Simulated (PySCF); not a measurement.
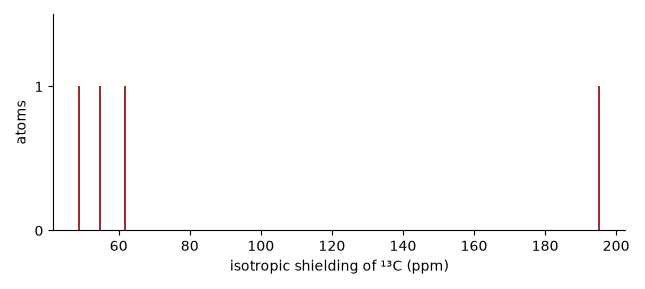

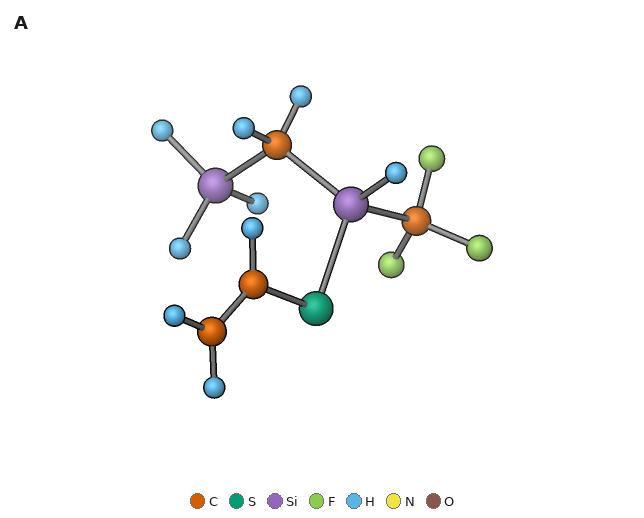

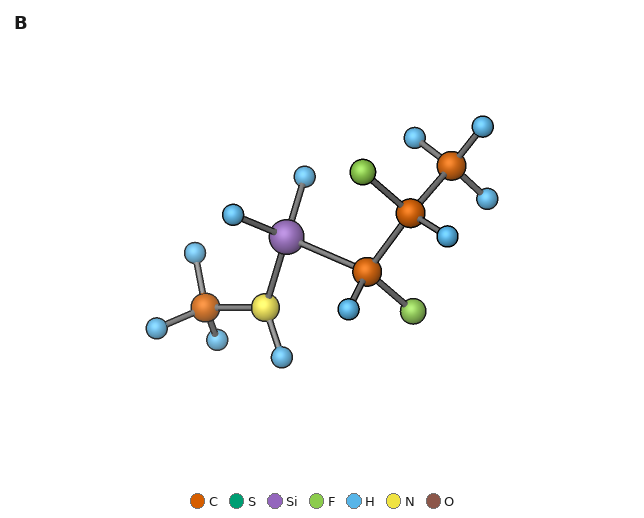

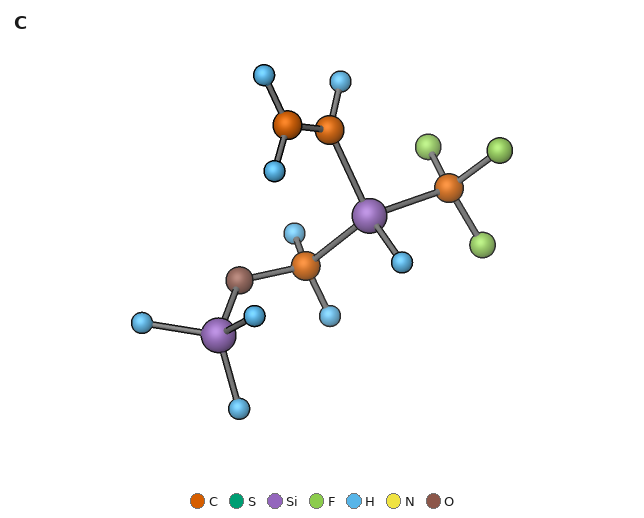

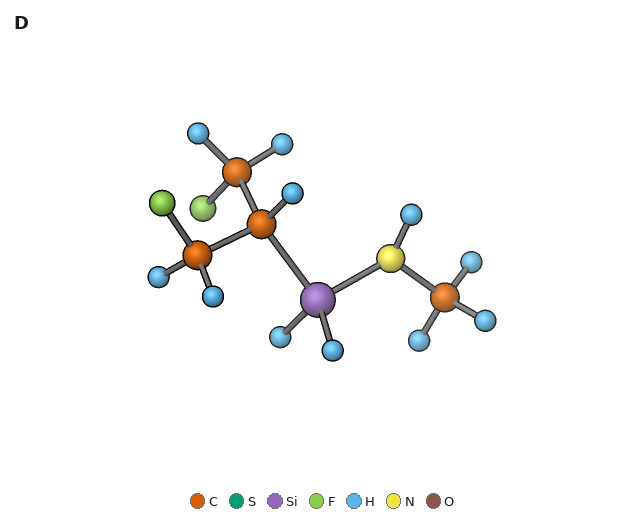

The sticks are computed shieldings of one of the molecules, for one fixed geometry (GFN2-xTB) without averaging over rotations. Low shielding means a high chemical shift. Method: GIAO PBE0/pcSseg-1 NMR shielding, non-relativistic, gas phase (PySCF 2.14.0).

> Which molecule gives this pattern?

A, `C=CS[Si@H](C[SiH3])C(F)(F)F`. Its 4 C atoms give lines at 48.9, 54.7, 61.8, 195.3 ppm.

The geometry is semi-empirical. Around Si such bond lengths and angles can be off by a tenth of an ångström or more and by several degrees, and values that hang on the shape move with them.
